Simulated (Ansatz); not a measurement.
A series of calculations on BN2H6OCl

## 1. Relaxation

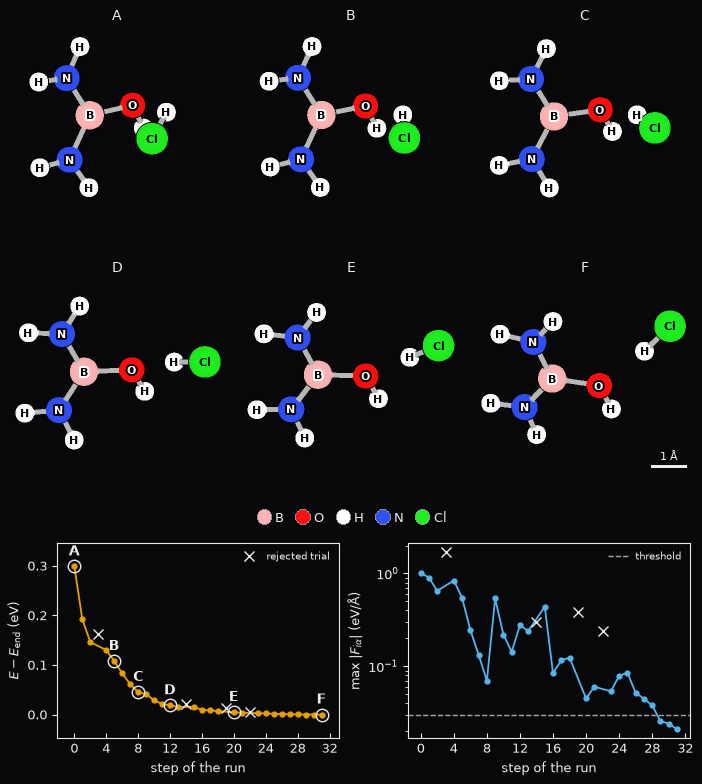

Frames of a relaxation of BN2H6OCl, marked on the history of the run. A ball-and-stick model, seen at a tilt.

The run prepares an end point of a later path (reaction) calculation, from a guessed geometry.

Computed with Ansatz, RHF/def2-mTZVP. Settings: no spin polarisation; force threshold 0.03 eV/Å; at most 50 steps.

**What happens along the run?**

The largest move after the best rigid fit is that of the Cl atom, 2.37 Å. By element the largest moves are Cl 2.37 Å, H 1.27 Å, O 1.16 Å, N 0.67 Å, B 0.39 Å. Some distances before and after: Cl–H 1.325 → 1.290 Å, B–O 1.396 → 1.385 Å. Among the angles between lasting bonds that change: B–N–H 121.5° → 123.9°. After 27 accepted moves (31 points after the start) the energy has fallen by 0.299 eV. Largest force component: 1 eV/Å at the start, 0.021 eV/Å at the end. The line search rejected the trial steps at points 3, 14, 19, 22 of the run. From step 0 to 5: the Cl atom moves most (0.57 Å), energy −0.191 eV. From step 5 to 8: the Cl atom moves most (0.54 Å), energy −0.062 eV. From step 8 to 12: the Cl atom moves most (0.71 Å), energy −0.027 eV. From step 12 to 20: the Cl atom moves most (0.43 Å), energy −0.014 eV. From step 20 to 31: the Cl atom moves most (0.55 Å), energy −0.005 eV.

```csv
step,"E − E(0), eV","largest force component, eV/Å",note
0,0.0000,1.0180,
1,-0.1065,0.9008,
2,-0.1524,0.6508,
3,-0.1361,1.7192,rejected
4,-0.1686,0.8407,
5,-0.1908,0.5479,
6,-0.2156,0.2461,
7,-0.2373,0.1333,
8,-0.2532,0.0700,
9,-0.2577,0.5385,
10,-0.2697,0.2203,
11,-0.2773,0.1435,
12,-0.2801,0.2773,
13,-0.2831,0.2409,
14,-0.2773,0.3010,rejected
16,-0.2894,0.0847,
17,-0.2900,0.1160,
18,-0.2919,0.1245,
19,-0.2849,0.3822,rejected
20,-0.2937,0.0451,
21,-0.2950,0.0603,
22,-0.2939,0.2389,rejected
23,-0.2960,0.0539,
24,-0.2963,0.0791,
25,-0.2971,0.0853,
27,-0.2980,0.0448,
28,-0.2984,0.0380,
29,-0.2985,0.0257,
30,-0.2987,0.0242,
31,-0.2988,0.0210,
```

Limits of the set-up: the start holds two separate molecules, 2.2 Å apart at their closest, whose relative position is a soft coordinate and is computed without a dispersion correction; Hartree-Fock leaves out electron correlation.

## 2. Relaxation

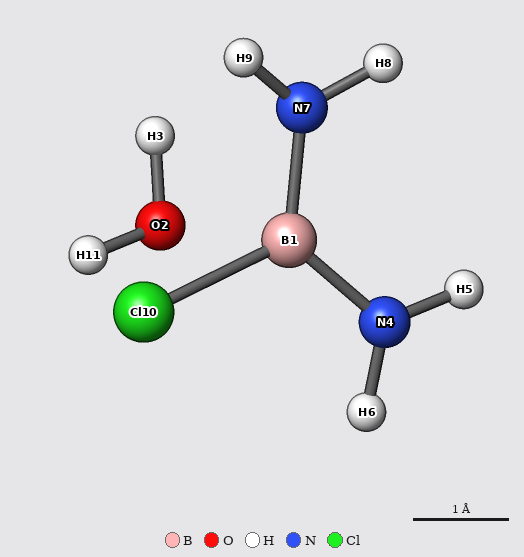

This is the input geometry for a relaxation of BN$_{2}$H$_{6}$OCl. A ball-and-stick model, seen at a tilt.

The run prepares an end point of a later path (reaction) calculation, from a guessed geometry.

Method: RHF/def2-mTZVP (Ansatz).

Input file:
```yaml
crystal:
  periodic: [false, false, false]
  atoms:
    - { symbol: B, position_ang: [0.021618, 0.603686, -0.522518] }
    - { symbol: O, position_ang: [0.052174, 0.022806, 2.036199] }
    - { symbol: H, position_ang: [-0.830794, -0.315997, 2.034371] }
    - { symbol: "N", position_ang: [1.244348, 0.021726, -0.865272] }
    - { symbol: H, position_ang: [1.30999, -0.937013, -1.130459] }
    - { symbol: H, position_ang: [2.108031, 0.392581, -0.54079] }
    - { symbol: "N", position_ang: [-1.242905, 0.029055, -0.753006] }
    - { symbol: H, position_ang: [-1.342638, -0.854841, -1.197225] }
    - { symbol: H, position_ang: [-2.071222, 0.577159, -0.76542] }
    - { symbol: Cl, position_ang: [0.035099, 2.370221, 0.023136] }
    - { symbol: H, position_ang: [-0.043501, 0.975316, 2.185485] }
basis:
  gaussian: { orbitals: def2-mTZVP }
hamiltonian:
  xc: hf
relax:
  f_tol: 0.03
  max_steps: 50
```

Launched with:
```bash
ansatz run input.yaml --threads 2 --pin off --max-ram 3072MiB --backend cpu --events-out ev --progress --plain --runs-dir out
```

Question: What does the optimiser find from here?

Answer: H11 moves most after the best rigid fit: 1.58 Å. By element the largest moves are H 1.58 Å, Cl 1.43 Å, O 1.12 Å, B 0.52 Å, N 0.41 Å. Among the contacts that change: B1–Cl10 1.849 → 1.809 Å, O2–H11 0.969 → 0.945 Å. The energy falls by 26.3 kJ/mol in 35 accepted moves (44 points after the start). Largest force component: 1.3 eV/Å at the start, 0.026 eV/Å at the end. The line search rejected the trial steps at points 4, 10, 13, 24, 26, 33, 35, 37 and more of the run. The forces were under the threshold at step 31, but the run went on from there.

History of the run:

| step | E − E(0), kJ/mol | largest force component, eV/Å | note |
| --- | --- | --- | --- |
| 0 | 0.00 | 1.2911 |  |
| 1 | -11.20 | 1.1989 |  |
| 2 | -12.85 | 1.8077 |  |
| 3 | -17.88 | 0.7539 |  |
| 4 | -5.41 | 2.6868 | rejected |
| 5 | -19.23 | 0.4466 |  |
| 6 | -19.28 | 0.8625 |  |
| 7 | -21.11 | 0.1492 |  |
| 8 | -21.39 | 0.0818 |  |
| 9 | -21.66 | 0.5377 |  |
| 10 | -16.71 | 2.2917 | rejected |
| 12 | -22.55 | 0.1774 |  |
| 14 | -23.01 | 0.2996 |  |
| 15 | -23.41 | 0.2682 |  |
| 17 | -24.06 | 0.4183 |  |
| 19 | -24.67 | 0.0914 |  |
| 21 | -25.09 | 0.3721 |  |
| 23 | -25.74 | 0.0711 |  |
| 24 | -24.41 | 0.9108 | rejected |
| 26 | -25.83 | 0.3006 | rejected |
| 28 | -25.98 | 0.1472 |  |
| 30 | -26.10 | 0.1401 |  |
| 31 | -26.15 | 0.0176 |  |
| 33 | -25.12 | 0.7095 | rejected |
| 35 | -26.14 | 0.2965 | rejected |
| 37 | -26.13 | 0.2118 | rejected |
| 39 | -26.26 | 0.0605 |  |
| 40 | -26.27 | 0.0897 |  |
| 42 | -26.30 | 0.1403 |  |
| 44 | -26.34 | 0.0261 |  |

The structure at the end:

```xyz
11

B     0.1660    0.8157   -0.9692
O    -0.7227   -0.5750    2.5871
H    -0.7735   -0.0209    1.8191
N     1.3656    0.1197   -1.1199
H     1.4800   -0.8339   -0.8605
H     2.2035    0.5588   -1.4231
N    -1.0278    0.2466   -0.4787
H    -1.1484   -0.7414   -0.4257
H    -1.8910    0.7351   -0.5558
Cl    0.1441    2.5763   -1.3844
H    -0.5556    0.0036    3.3156
```

The end point in the same view:

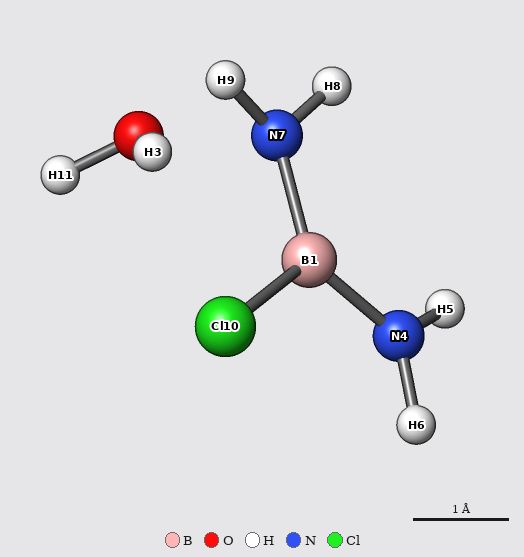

Limits of the set-up: the start holds two separate molecules, 2.6 Å apart at their closest, whose relative position is a soft coordinate and is computed without a dispersion correction; Hartree-Fock leaves out electron correlation.

## 3. Path

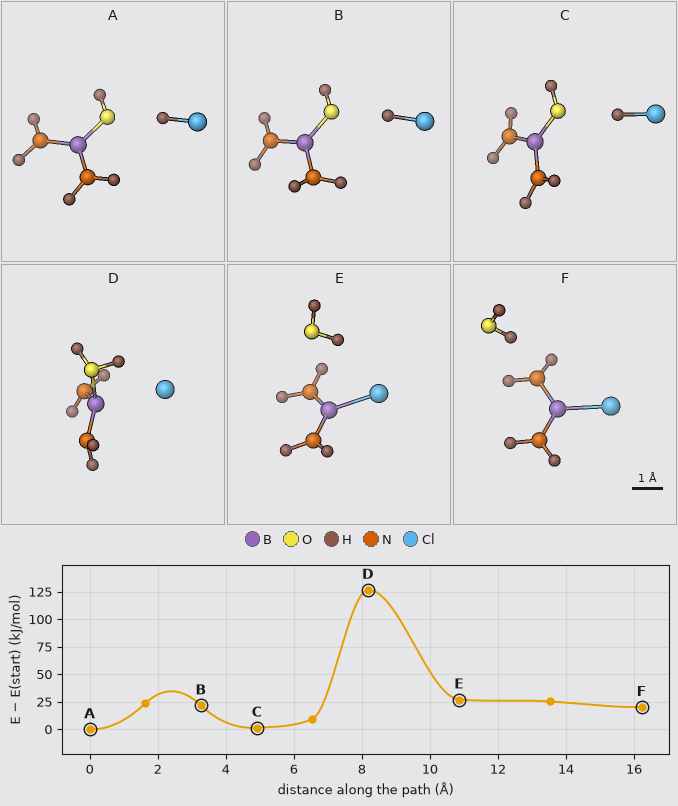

A nudged-elastic-band calculation for BN$_{2}$H$_{6}$OCl. Images are numbered from 0 (start) to 8 (end). Frames A to F are images 0, 2, 3, 5, 6, 8. The picture is a ball-and-stick view, seen at a tilt.

Method: Ansatz 0.2.0, RHF/def2-mTZVP. Run with 7 movable images; climbing image; force threshold 0.05 eV/Å; iteration limit 60; starting path through a guess of the saddle point.

**What happens along the path, and what is the barrier?**

The path has more than one stage, and so few images may leave a stage unresolved. Breaking: B–O (1.39 → 3.92 Å), Cl–H (1.29 → 5.40 Å). Forming: B–Cl (4.25 → 1.81 Å), H–O (2.00 → 0.95 Å). Forward barrier 126.8 kJ/mol, backward barrier 106.6 kJ/mol, with image 5 at the top; the reaction energy is +20.2 kJ/mol. The profile has 2 maxima (images 1, 5) with a dip at image 3 (+1.5 kJ/mol), so the process runs in steps. The band converged in 37 iterations. The largest component of the band force went from 140 to 0.044 eV/Å. The climbing image converged on the top of the path. Its vibrational analysis gives one imaginary mode (268i cm⁻¹), as a transition state must have.

Limits of the set-up: Hartree-Fock leaves out electron correlation.

The run took 8.2 min on 2 threads of Arm Neoverse V1, on a shared host, peak memory 0.27 GiB.
